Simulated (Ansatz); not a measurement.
# GeHSe: the cost of one run

Method: def2-QZVPP, all electrons in the functionals, frozen cores in the correlation of double hybrids and RPA; program: Ansatz 0.2.0, Gaussian basis.

The runs, in order: PBE, BLYP, r2SCAN, B97M-V, PBE0, B3LYP, wB97M-V, B2PLYP, at charge 0, doublet; charge 0, quartet; charge 1, singlet; charge 1, triplet (not every functional at every point).

8 further runs of the same task are left out: 1 that didn't finish, 7 set aside as unsound or not needed.

## 1. The system

The geometry is a PBE0/def2-TZVP stationary point (not a proven minimum). No spin-orbit coupling is included. The filled d shell of Ge, Se may be among the frozen orbitals whatever the setting's name suggests.

3 atoms, charge 0, spin multiplicity 2.

Atoms are counted from 1 here; the program's logs count them from 0.

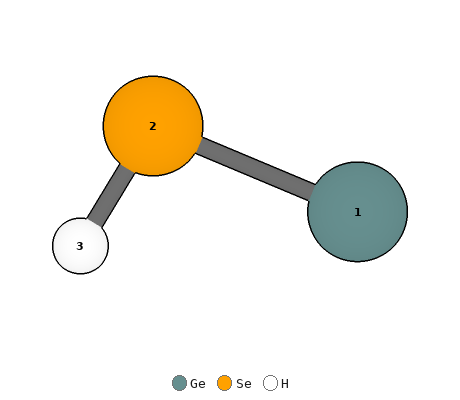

The structure; germanium teal, selenium orange, hydrogen white; atoms are numbered from 1 in the order of the file.

No dispersion term is added; B97M-V, wB97M-V hold VV10 nonlocal correlation. B3LYP takes the VWN-RPA correlation.

The geometry shown and the zero of energy belong to the point charge 0, doublet. The yardstick, RCCSD(T), and other wave-function levels (R restricted, U unrestricted, valence and pair active spaces) come from earlier runs.

## 2. PBE, charge 0, doublet

in.yaml reads:

```yaml
crystal:
  periodic: [false, false, false]
  atoms:
    - {symbol: Ge, position_ang: [0.000000, -0.451431, 1.639402]}
    - {symbol: Se, position_ang: [0.000000, -0.501937, -0.696081]}
    - {symbol: H, position_ang: [0.000000, 0.953367, -0.943321]}
basis:
  gaussian: {orbitals: "def2-QZVPP.json"}
magnetization: {spin_polarized: true, initial_magnetization: 1}
hamiltonian: {xc: {name: PBE}}
output: {orbitals: {seedname: orbitals}}
```

Command:

```bash
$ ansatz run in.yaml --threads 1 --pin off --events-out ev --progress --plain --max-ram 2393MiB
```

What time and memory should one allow on 1 thread of Arm Neoverse V2, shared host?

About 15 s, with a peak of 0.46 GiB.
